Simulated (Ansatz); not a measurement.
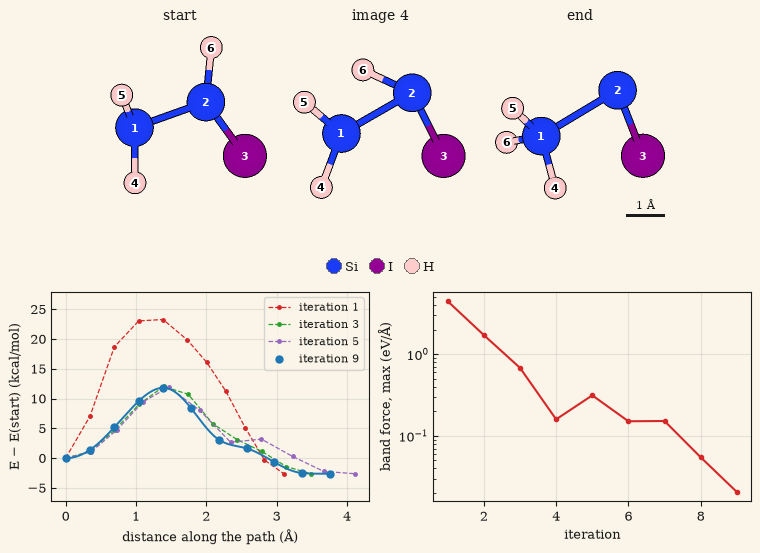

NEB run on Si$_{2}$H$_{3}$I. Images are numbered from 0 (start) to 10 (end). The plot follows the band through its iterations. Style: ball-and-stick. Shown from a free direction.

Method: RKS revPBE-D4/def2-SVP (Ansatz). Set-up: 9 movable images; climbing image; force threshold 0.05 eV/Å; iteration limit 60; spring constant 20.0 eV/Å²; starting path through a guess of the saddle point.

> Did the band converge, and can the barrier be trusted?

The run is converged, with reservations. The band converged in 9 iterations. The largest component of the band force went from 4.5 to 0.021 eV/Å. The climbing image converged on the top of the path. Its curvatures weren't checked. The first iteration put the highest image at 23.3 kcal/mol. The energy climbs by 11.8 kcal/mol to image 4 and then falls by 14.4 kcal/mol, so the end point sits at −2.6 kcal/mol.
